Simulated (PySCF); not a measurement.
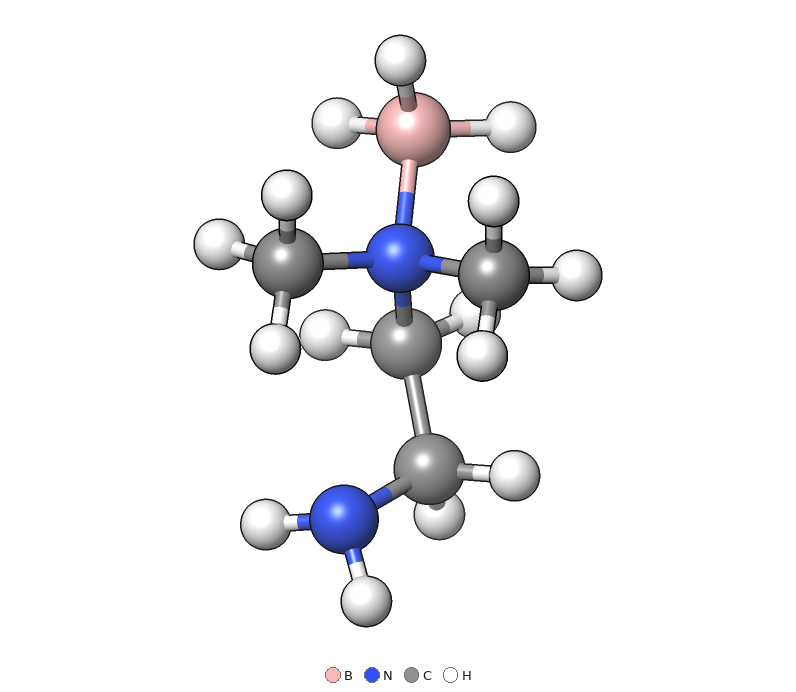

Ball-and-stick drawing of a structure.

The computed structure is the end point of a PBE0-D3(BJ)/def2-SVP optimisation. No frequency run is at hand to confirm it as a minimum.

What is the molecular formula?

C4H15BN2, 22 atoms: 4 carbon, 15 hydrogen, 1 boron and 2 nitrogen.

Give the symmetry (Schoenflies symbol).

C1.

The parts below concern this one geometry. Atoms keep their numbers from picture to picture.

## Core levels

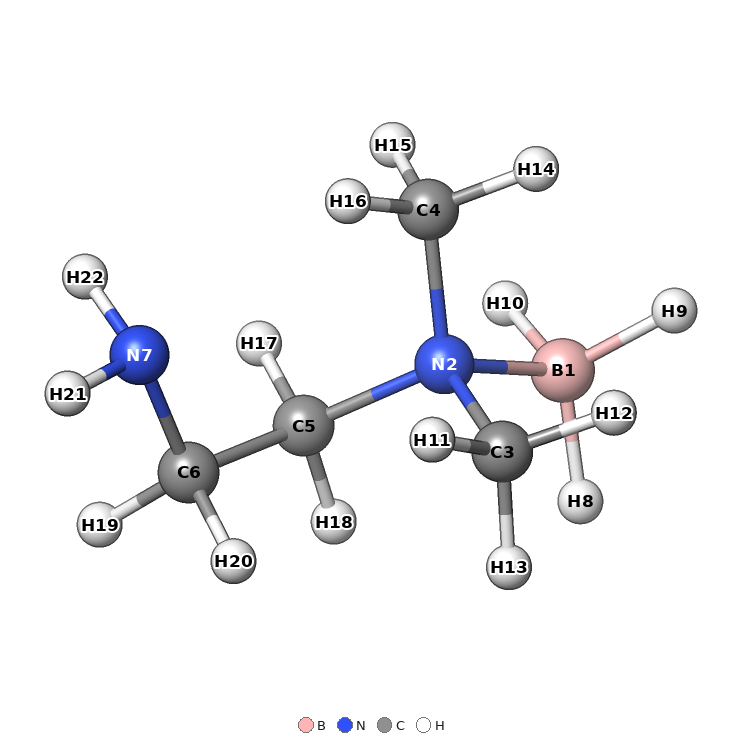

No frequency run is at hand to confirm it as a minimum. Method: delta-SCF UKS SCAN, pcX-2 on the ionised atom, pcseg-1 elsewhere, spin-free X2C (PySCF 2.14.0).

Give the core-electron binding energies (to vacuum) of B1 1s, N2 1s, C3 1s, C5 1s, C6 1s, N7 1s.

```
atom  level  binding energy (eV)
  B1     1s                193.2
  N2     1s                406.4
  C3     1s                291.7
  C5     1s                291.7
  C6     1s                292.0
  N7     1s                405.6
```

## NMR shielding

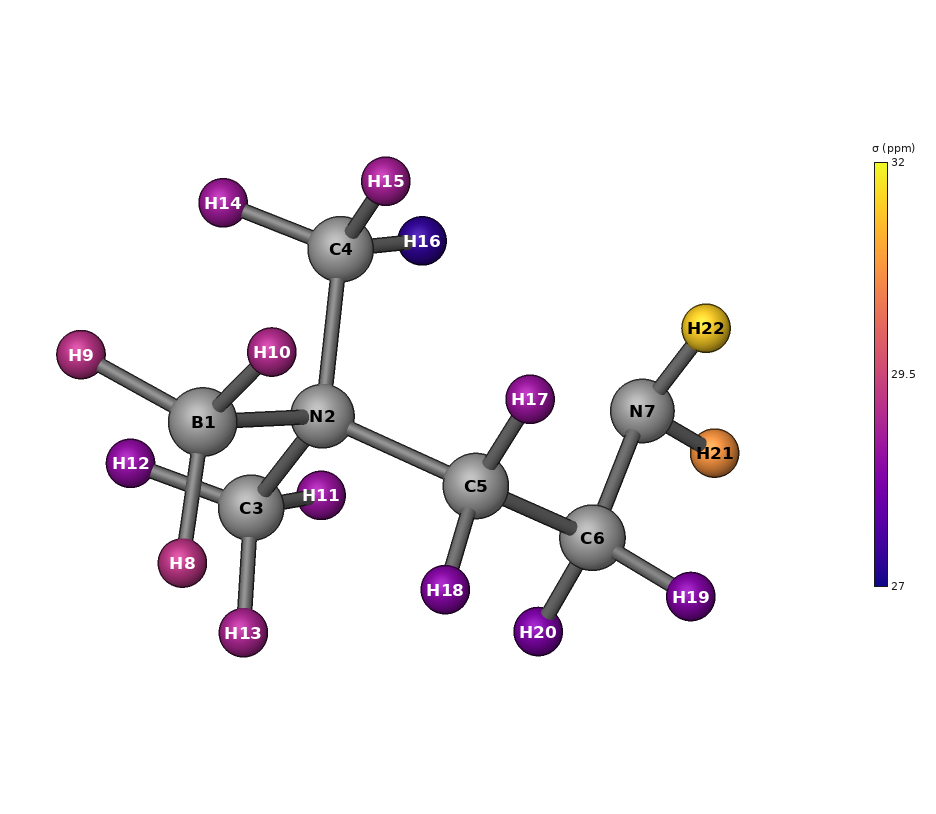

Atoms are coloured by their isotropic NMR shieldings (H only, the others grey). No frequency run is at hand to confirm it as a minimum. Level of theory: GIAO PBE0/pcSseg-1 NMR shielding, non-relativistic, gas phase (PySCF 2.14.0).

Give the isotropic NMR shieldings of the H atoms atom by atom.

| atom | σ (ppm) |
| --- | --- |
| H8 | 29.21 |
| H9 | 29.18 |
| H10 | 29.05 |
| H11 | 28.63 |
| H12 | 28.51 |
| H13 | 28.94 |
| H14 | 28.75 |
| H15 | 28.85 |
| H16 | 27.31 |
| H17 | 28.64 |
| H18 | 28.38 |
| H19 | 28.34 |
| H20 | 28.26 |
| H21 | 30.74 |
| H22 | 31.51 |

## Polarisability

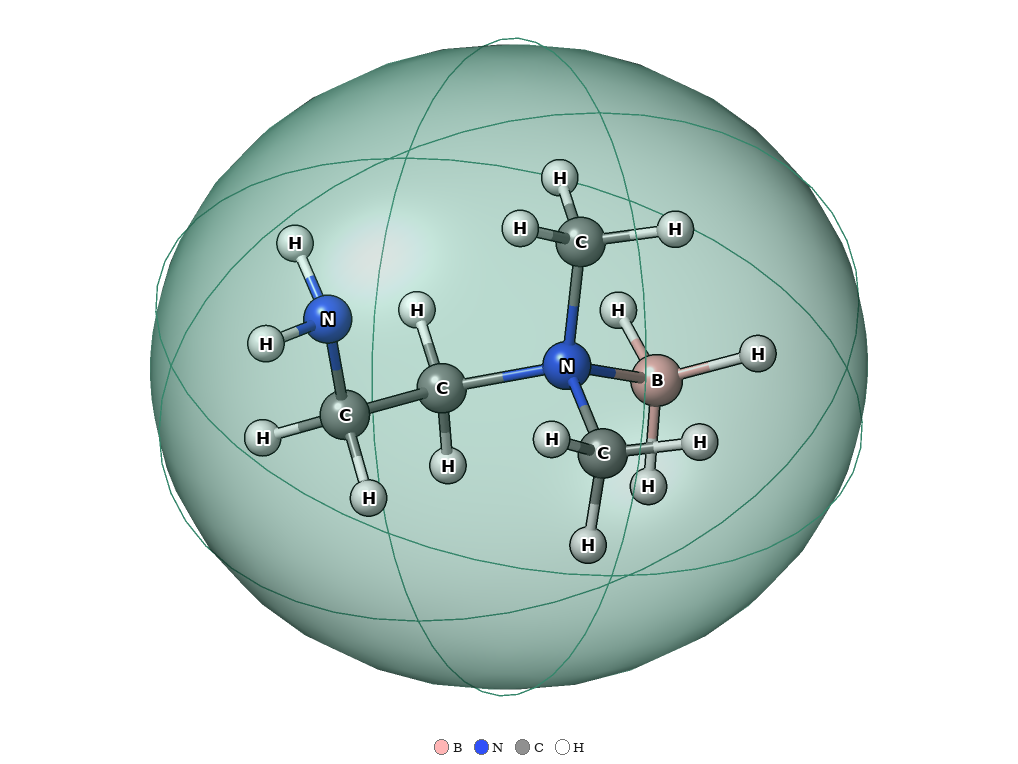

The ellipsoid shows the static dipole polarisability: its half-axes are proportional to the principal values. No frequency run is at hand to confirm it as a minimum. Level of theory: ωB97X-D/def2-SVPD (PySCF 2.14.0).

How large and how anisotropic is the polarisability?

Principal values 80.2, 82.5, 92.3 bohr³; mean 85.0 bohr³ (12.60 Å³); anisotropy 11.1 bohr³, so the longest axis is 1.15 times the shortest.

## Quadrupole coupling

No frequency run is at hand to confirm it as a minimum. Electric field gradients from the ground-state density, PBE0/pcSseg-1 (PySCF 2.14.0), non-relativistic apart from any core potentials.

Give the largest field-gradient component, the quadrupole coupling constant and the asymmetry for 11B at B1 (Q = 40.59 mb), 14N at N2 (Q = 20.44 mb), 14N at N7 (Q = 20.44 mb).

| atom | V_zz (a.u.) | e²qQ/h (MHz) | η |
| --- | --- | --- | --- |
| B1 | 0.236 | 2.26 | 0.02 |
| N2 | −0.625 | −3.00 | 0.06 |
| N7 | −1.129 | −5.42 | 0.13 |
